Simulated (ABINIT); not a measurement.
Band structure of BeS (F-43m, 2 atoms in the cell).

```yaml
crystal:
  lattice:
    - [0.00000, 2.43500, 2.43500]
    - [2.43500, 0.00000, 2.43500]
    - [2.43500, 2.43500, 0.00000]
  atoms:
    - { symbol: Be, position: [0.00000, 0.00000, 0.00000] }
    - { symbol: S, position: [0.25000, 0.25000, 0.25000] }
```

Method of the run: PBE, norm-conserving pseudopotentials (PseudoDojo nc-sr-05 PBE standard) (plane waves; ABINIT 10.0.3).

Settings: pseudos = [Be.upf, S.upf]; ecut = 44 Ha; ixc = 11; occopt = 3; tsmear = 0.02 eV; ngkpt = 12 12 12; nshiftk = 1; shiftk = 0 0 0; potentials = PseudoDojo nc-sr-05 PBE standard; kptopt = 1; nstep = 80; tolvrs1 = 1e-11; ndtset = 2.

The starting cell has typed, rounded lattice constants, without a prior relaxation at this level.

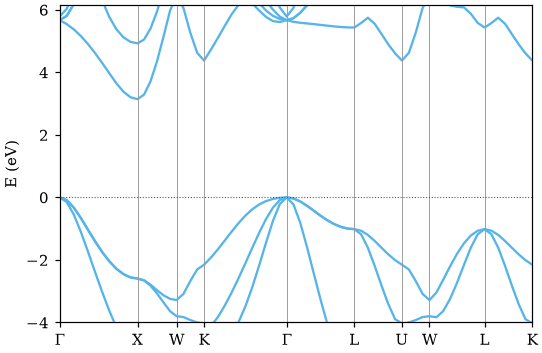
Figure: Bands along the path, energies from the top of the valence band on the SCF mesh.

Task: Read off roughly the gap and where its edges lie.

Result: The gap along the path is about 3.1 eV (computed: 3.14 eV), from Γ to X; the smallest direct gap on it is 5.62 eV.

Levels in eV from the top of the valence band on the SCF mesh, bands 2 to 9:
```json
[
 {"point": "Γ", "2": "-13.61", "3": "0.00", "4": "0.00", "5": "0.00", "6": "5.67", "7": "5.67", "8": "5.67", "9": "5.78"},
 {"point": "X", "2": "-11.50", "3": "-4.95", "4": "-2.60", "5": "-2.60", "6": "3.14", "7": "4.93", "8": "12.64", "9": "12.64"},
 {"point": "W", "2": "-11.45", "3": "-4.20", "4": "-3.80", "5": "-3.28", "6": "6.45", "7": "8.08", "8": "8.39", "9": "8.77"},
 {"point": "K", "2": "-11.52", "3": "-4.49", "4": "-4.03", "5": "-2.15", "6": "4.38", "7": "7.48", "8": "10.47", "9": "11.26"},
 {"point": "L", "2": "-12.03", "3": "-5.70", "4": "-1.02", "5": "-1.02", "6": "5.43", "7": "6.55", "8": "6.55", "9": "11.16"},
 {"point": "U", "2": "-11.52", "3": "-4.49", "4": "-4.03", "5": "-2.15", "6": "4.38", "7": "7.48", "8": "10.47", "9": "11.26"}
]
```
